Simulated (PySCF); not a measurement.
# 1,1,1-trifluoro-2,2,2-trichloroethane (C₂Cl₃F₃): electronic excitations at several levels of theory, part 2 of 2

PySCF 2.14.0. Atoms count from 0.

## (6) Excited states and response: PBE0/6-31G*

What the job is given:

```
{"job": {"kind": "uv", "xc": "PBE0", "basis": "6-31G*"}, "charge": 0, "multiplicity": 1}
F     -1.449503     0.879043     0.514498
C     -0.577912     0.432820    -0.374236
F     -1.215340    -0.323431    -1.253294
F     -0.045736     1.465871    -1.005714
C      0.536036    -0.391384     0.334762
Cl     1.352825     0.656857     1.497587
Cl    -0.217988    -1.757309     1.159116
Cl     1.674435    -0.959331    -0.888361
```

Level: TDDFT PBE0/6-31G*, vertical, gas phase, core orbitals frozen in the response.

Output:

```text
coarse grid: 10304 points
cycle   1  E = -1755.2487990754  dE =  1.477e+00  |g| = 1.064e+00  |ddm| = 3.207e+00
cycle   2  E = -1754.7778298077  dE =  4.710e-01  |g| = 1.941e+00  |ddm| = 2.148e+00
cycle   3  E = -1755.4715440372  dE = -6.937e-01  |g| = 1.140e-01  |ddm| = 1.455e+00
cycle   4  E = -1755.4728037941  dE = -1.260e-03  |g| = 8.105e-02  |ddm| = 1.605e-01
cycle   5  E = -1755.4743097786  dE = -1.506e-03  |g| = 6.941e-03  |ddm| = 7.474e-02
cycle   6  E = -1755.4743212198  dE = -1.144e-05  |g| = 1.197e-03  |ddm| = 1.017e-02
cycle   7  E = -1755.4743215449  dE = -3.251e-07  |g| = 2.752e-04  |ddm| = 1.617e-03
final grid: 92472 points
cycle   8  E = -1755.4446517355  dE = -1.688e-05  |g| = 6.589e-03  |ddm| = 1.655e-02
cycle   9  E = -1755.4446398636  dE =  1.187e-05  |g| = 1.034e-02  |ddm| = 1.262e-02
cycle  10  E = -1755.4446600168  dE = -2.015e-05  |g| = 7.940e-04  |ddm| = 7.998e-03
cycle  11  E = -1755.4446601562  dE = -1.395e-07  |g| = 2.464e-04  |ddm| = 1.068e-03
cycle  12  E = -1755.4446601699  dE = -1.362e-08  |g| = 4.235e-05  |ddm| = 2.383e-04
cycle  13  E = -1755.4446601702  dE = -3.706e-10  |g| = 1.199e-05  |ddm| = 5.486e-05
converged SCF energy = -1755.4446601702

Static polarisability (au): isotropic 50.698, principal 42.227 54.925 54.940

Singlet excitations
state   eV       nm        f      main configurations
  1   6.4381    192.6   0.00000   H->L 0.98
  2   6.9530    178.3   0.01558   H-1->L 0.91
  3   6.9565    178.2   0.01558   H-2->L 0.91
  4   7.0999    174.6   0.00001   H-3->L 0.93
  5   7.3918    167.7   0.00431   H->L+1 0.82, H-5->L 0.10
  6   7.4017    167.5   0.00432   H->L+2 0.81, H-4->L 0.10
  7   7.7825    159.3   0.00046   H-5->L 0.39, H-2->L+1 0.18, H-1->L+2 0.15
  8   7.7833    159.3   0.00038   H-4->L 0.39, H-1->L+1 0.19, H-2->L+2 0.15
  9   7.8560    157.8   0.00010   H-2->L+2 0.47, H-1->L+1 0.46
 10   7.8958    157.0   0.00000   H-2->L+1 0.49, H-1->L+2 0.48

Triplet excitations (Tamm-Dancoff, eV): 5.7986 6.1181 6.1212 6.4032
```

Run time: 27 s. Hardware: 1 thread, shared host.

This run: HOMO -9.16 eV, LUMO -1.09 eV; lowest singlet 6.44 eV.

## (7) Excited states and response: PBE0/def2-SVP

Settings changed since step 6:

```diff
@@ -1,2 +1,2 @@
-{"job": {"kind": "uv", "xc": "PBE0", "basis": "6-31G*"}, "charge": 0, "multiplicity": 1}
+{"job": {"kind": "uv", "xc": "PBE0", "basis": "def2-SVP"}, "charge": 0, "multiplicity": 1}
 F     -1.449503     0.879043     0.514498
```

Method: TDDFT PBE0/def2-SVP, vertical, gas phase, core orbitals frozen in the response.

Output:

```text
coarse grid: 10304 points
cycle   1  E = -1754.3767208349  dE =  1.392e+00  |g| = 1.076e+00  |ddm| = 3.292e+00
cycle   2  E = -1753.8825317177  dE =  4.942e-01  |g| = 1.964e+00  |ddm| = 2.325e+00
cycle   3  E = -1754.6037105884  dE = -7.212e-01  |g| = 1.297e-01  |ddm| = 1.589e+00
cycle   4  E = -1754.6056377698  dE = -1.927e-03  |g| = 8.590e-02  |ddm| = 1.893e-01
cycle   5  E = -1754.6073202697  dE = -1.682e-03  |g| = 7.653e-03  |ddm| = 8.349e-02
cycle   6  E = -1754.6073309333  dE = -1.066e-05  |g| = 1.320e-03  |ddm| = 9.086e-03
cycle   7  E = -1754.6073312801  dE = -3.468e-07  |g| = 2.977e-04  |ddm| = 1.623e-03
final grid: 92472 points
cycle   8  E = -1754.7916102717  dE = -2.124e-05  |g| = 4.983e-03  |ddm| = 1.488e-02
cycle   9  E = -1754.7916041238  dE =  6.148e-06  |g| = 7.559e-03  |ddm| = 1.005e-02
cycle  10  E = -1754.7916149949  dE = -1.087e-05  |g| = 7.519e-04  |ddm| = 6.234e-03
cycle  11  E = -1754.7916151134  dE = -1.185e-07  |g| = 2.563e-04  |ddm| = 1.055e-03
cycle  12  E = -1754.7916151276  dE = -1.416e-08  |g| = 3.595e-05  |ddm| = 2.596e-04
cycle  13  E = -1754.7916151278  dE = -2.551e-10  |g| = 9.845e-06  |ddm| = 4.500e-05
converged SCF energy = -1754.7916151278

Static polarisability (au): isotropic 48.016, principal 40.261 51.886 51.900

Singlet excitations
state   eV       nm        f      main configurations
  1   6.9099    179.4   0.00000   H->L 0.97
  2   7.4272    166.9   0.01032   H-1->L 0.86, H-3->L+1 0.09
  3   7.4316    166.8   0.01037   H-2->L 0.86, H-3->L+2 0.09
  4   7.5438    164.4   0.00021   H-3->L 0.85
  5   7.5903    163.3   0.00545   H->L+1 0.87
  6   7.6018    163.1   0.00542   H->L+2 0.87
  7   8.0317    154.4   0.00138   H-2->L+1 0.52, H-1->L+2 0.19, H-5->L 0.09
  8   8.0332    154.3   0.00128   H-1->L+1 0.42, H-2->L+2 0.28, H-4->L 0.09
  9   8.0546    153.9   0.00004   H-1->L+2 0.65, H-2->L+1 0.32
 10   8.0768    153.5   0.00082   H-2->L+2 0.50, H-1->L+1 0.35, H-3->L 0.14

Triplet excitations (Tamm-Dancoff, eV): 6.2046 6.4843 6.4868 6.7777
```

Run time: 26 s. Hardware: 1 thread, shared host.

Key values: HOMO -9.08 eV, LUMO -0.50 eV; lowest singlet 6.91 eV.

## (8) Ultraviolet spectrum: PBE0/def2-TZVP

Settings changed since step 7:

```diff
@@ -1,2 +1,2 @@
-{"job": {"kind": "uv", "xc": "PBE0", "basis": "def2-SVP"}, "charge": 0, "multiplicity": 1}
+{"job": {"kind": "uv", "xc": "PBE0", "basis": "def2-TZVP"}, "charge": 0, "multiplicity": 1}
 F     -1.449503     0.879043     0.514498
```

With the program's defaults for keys left out, this is: TDDFT PBE0/def2-TZVP, vertical, gas phase, core orbitals frozen in the response.

Output:

```text
coarse grid: 10304 points
cycle   1  E = -1755.5034678358  dE =  1.450e+00  |g| = 1.055e+00  |ddm| = 2.570e+00
cycle   2  E = -1755.0318683580  dE =  4.716e-01  |g| = 1.973e+00  |ddm| = 1.431e+00
cycle   3  E = -1755.7035155588  dE = -6.716e-01  |g| = 1.455e-01  |ddm| = 9.629e-01
cycle   4  E = -1755.7056967103  dE = -2.181e-03  |g| = 9.738e-02  |ddm| = 1.416e-01
cycle   5  E = -1755.7077743990  dE = -2.078e-03  |g| = 1.086e-02  |ddm| = 5.948e-02
cycle   6  E = -1755.7077951898  dE = -2.079e-05  |g| = 2.180e-03  |ddm| = 9.245e-03
cycle   7  E = -1755.7077959683  dE = -7.785e-07  |g| = 3.120e-04  |ddm| = 1.705e-03
final grid: 92472 points
cycle   8  E = -1755.7177178333  dE = -6.950e-05  |g| = 5.158e-03  |ddm| = 3.394e-02
cycle   9  E = -1755.7177139588  dE =  3.874e-06  |g| = 6.212e-03  |ddm| = 6.912e-03
cycle  10  E = -1755.7177211245  dE = -7.166e-06  |g| = 1.843e-03  |ddm| = 4.507e-03
cycle  11  E = -1755.7177217619  dE = -6.374e-07  |g| = 2.242e-04  |ddm| = 1.120e-03
cycle  12  E = -1755.7177217691  dE = -7.180e-09  |g| = 1.099e-04  |ddm| = 1.675e-04
cycle  13  E = -1755.7177217711  dE = -2.014e-09  |g| = 1.218e-05  |ddm| = 5.751e-05
cycle  14  E = -1755.7177217711  dE = -2.592e-11  |g| = 2.640e-06  |ddm| = 1.241e-05
converged SCF energy = -1755.7177217711

Static polarisability (au): isotropic 61.117, principal 53.446 64.946 64.961

Singlet excitations
state   eV       nm        f      main configurations
  1   6.4323    192.8   0.00000   H->L 0.97
  2   6.9315    178.9   0.01696   H-1->L 0.90
  3   6.9350    178.8   0.01701   H-2->L 0.90
  4   7.0862    175.0   0.00161   H-3->L 0.91
  5   7.3322    169.1   0.00852   H->L+1 0.80, H-5->L 0.10
  6   7.3418    168.9   0.00856   H->L+2 0.80, H-4->L 0.10
  7   7.7453    160.1   0.00066   H-5->L 0.29, H-2->L+1 0.23, H-1->L+2 0.19
  8   7.7461    160.1   0.00057   H-4->L 0.29, H-1->L+1 0.23, H-2->L+2 0.18
  9   7.8127    158.7   0.00283   H-2->L+2 0.47, H-1->L+1 0.44, H-3->L 0.08
 10   7.8364    158.2   0.00000   H-1->L+2 0.50, H-2->L+1 0.47

Triplet excitations (Tamm-Dancoff, eV): 5.7599 6.0712 6.0739 6.3733
```

It took 90 s on 1 thread, shared host.

This run: HOMO -9.20 eV, LUMO -1.12 eV; lowest singlet 6.43 eV.

## (9) Side by side: electronic excitations

Excitations and ground-state properties, with basis size and wall time:

| run | lowest singlet (eV) | brightest (eV) | f | gap (eV) | α (Å³) | μ (D) | functions | time |
| --- | --- | --- | --- | --- | --- | --- | --- | --- |
| CAM-B3LYP/def2-SVPD | 6.64 | 7.07 | 0.016 | 10.59 | 10.05 | 0.65 | 190 | 6.7 min |
| wB97X-D/def2-SVPD | 6.65 | 7.10 | 0.016 | 11.75 | 10.00 | 0.55 | 190 | 5.5 min |
| LC-wPBE/def2-SVPD | 6.93 | 7.28 | 0.010 | 13.28 | 9.84 | 0.58 | 190 | 6.7 min |
| PBE0/6-31G* | 6.44 | 6.95 | 0.016 | 8.07 | 7.51 | 0.17 | 124 | 27 s |
| PBE0/def2-SVP | 6.91 | 7.43 | 0.010 | 8.58 | 7.12 | 0.55 | 124 | 26 s |
| PBE0/def2-TZVP | 6.43 | 6.93 | 0.017 | 8.08 | 9.06 | 0.57 | 266 | 90 s |

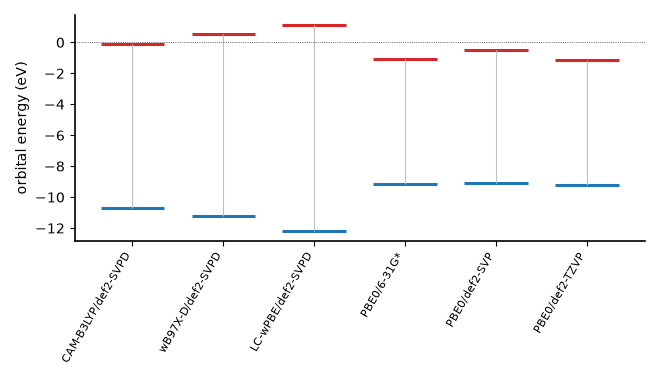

HOMO (blue) and LUMO (red) run by run.

Measured dipole: 0.74 D (gas; NIST CCCBDB Release 22 (SRD 101), experimental dipoles).

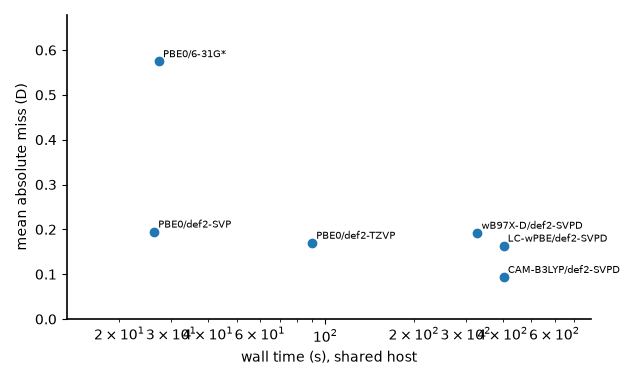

Cost against miss for the measured dipole.

## (10) Outcome

The summary covers parts 1 to 2.

| quantity | value |
| --- | --- |
| point group | C3v |
| rotational constants (main isotopes) | 1.32, 1.11, 1.11 GHz |
| lowest singlet (CAM-B3LYP/def2-SVPD) | 6.64 eV (187 nm), f = 0.000 |
| brightest single state of those computed | state 3, 7.07 eV, f = 0.016 |
| lowest triplet | 5.95 eV |
| vertical ionisation energy (ΔSCF) | 11.75 eV |
| vertical electron affinity (ΔSCF) | -0.58 eV (unbound: the value hangs on the basis) |
| range of the lowest singlet | 6.43 to 6.93 eV |

In words: Single values in the summary come from the first run of each kind that ended normally (CAM-B3LYP/def2-SVPD), which need not be the best level. The optimisation took 7 steps and gained 0.020 eV; among the close pairs (by a distance rule), C1–C4 changed most, from 1.542 to 1.557 Å. The first singlet state (HOMO→LUMO 0.88) lies at 6.64 eV and is dark; of the 10 states computed, the strongest absorption comes from states 2 to 3 together at 7.07 eV. The lowest triplet lies 0.68 eV below the lowest singlet (triplets in Tamm-Dancoff, singlets in full TDDFT). The orbital energy would give 10.71 eV for ionisation, ΔSCF gives 11.75 eV. The dipole moment, 0.65 D, compares with 0.74 D measured (one conformer here). The lowest singlet runs from 6.43 eV (PBE0/def2-TZVP) to 6.93 eV (LC-wPBE/def2-SVPD), while the orbital gap spans 8.07 to 13.28 eV. The lowest state need not be the same one in every run. For the measured dipole, CAM-B3LYP/def2-SVPD misses least (0.09 D, 6.7 min) and PBE0/6-31G* most (0.57 D, 27 s); the quickest, PBE0/def2-SVP, misses by 0.19 D in 26 s. One molecule ranks no method: errors cancel, and vibration and temperature are missing from all runs.
